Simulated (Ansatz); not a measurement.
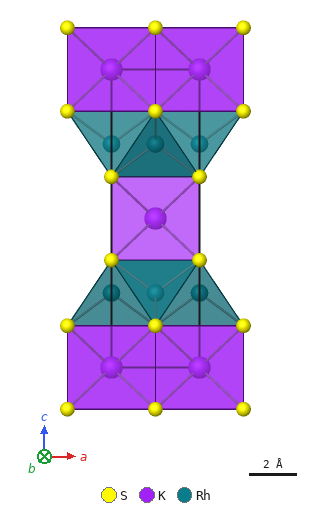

Solid KRh₂S₂ (a generated structure, set up in I4/mmm), before the relaxation. A polyhedral model of the conventional cell (2 times the calculation's cell), seen along the b axis. Lengths and directions refer to the drawn axes.

Theory: Ansatz, DFT, PAW plane waves, PBEsol.

The input:
```yaml
crystal:
  lattice:
    - [0.0, 3.818666, 0.0]
    - [3.818666, 0.0, 0.0]
    - [1.909333, 1.909333, -6.461311]
  atoms:
    - { symbol: S, position: [0.36, 0.36, 0.28] }
    - { symbol: S, position: [0.64, 0.64, 0.72] }
    - { symbol: K, position: [0.0, 0.0, 0.0] }
    - { symbol: Rh, position: [0.75, 0.25, 0.5] }
    - { symbol: Rh, position: [0.25, 0.75, 0.5] }
  symmetry: { tolerance: 0.0003 }
kpoints:
  mp_grid: { grid: [8, 8, 8], shift: [0, 0, 0] }
magnetization:
  spin_polarized: false
scf:
  occupations: { method: fermi_dirac, width: 0.0675 }
hamiltonian:
  pseudopotentials: { kind: paw }
  xc: pbesol
basis:
  ecutwfc: 420
output:
  forces: true
  stress: true
  eigenvalues: true
  write_density: true
  write_potential: true
  elf: true
  volumetric_format: npy
relax:
  max_steps: 40
  cell: {}
```

Run as
```bash
ansatz run input.yaml --threads 1 --pin off --max-ram 2560MiB --backend cpu --events-out ev --progress --plain --runs-dir out
```

**Where does the relaxation end?**

Over 4 accepted moves (5 points after the start) the energy falls by 8.6 meV per atom. Largest force component: 0.67 eV/Å at the start, 0.0017 eV/Å at the end. Pressure: −1.05 GPa at the start and 0.01 GPa at the end. At 1 point the geometry stayed and the basis and grid were re-selected for the new cell (energy shift of less than 0.05 meV per atom at most each time). The largest moves relative to the cell, 0.043 Å, are those of S1 and S2. S1 goes along −c. Rh and K stay in place. The drawn cell changes as follows: a = b 3.819 → 3.864 Å (+1.2 %), c 12.923 → 12.658 Å (−2.1 %); the volume changes by +0.3 %. Among the contacts that change: Rh4–Rh5 2.700 → 2.732 Å, S1–K3 3.250 → 3.280 Å, S1–Rh4 2.380 → 2.357 Å. Among the angles between lasting bonds that change: S1–Rh5–S1 106.7° → 110.1°. The space group stays I4/mmm (No. 139).

Final geometry:

```
CELL_PARAMETERS angstrom
0.00000 3.86362 0.00000
3.86362 0.00000 0.00000
1.93181 1.93181 -6.32875
ATOMIC_POSITIONS crystal
S 0.35664 0.35664 0.28672
S 0.64336 0.64336 0.71328
K 0.00000 0.00000 0.00000
Rh 0.75000 0.25000 0.50000
Rh 0.25000 0.75000 0.50000
```

The end point in the same view:

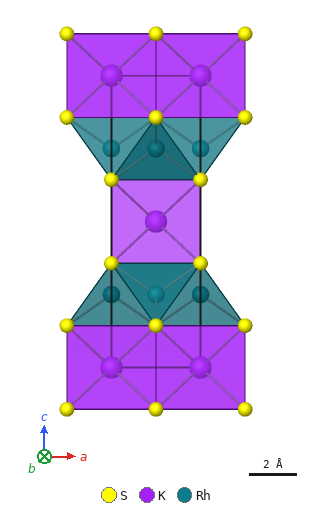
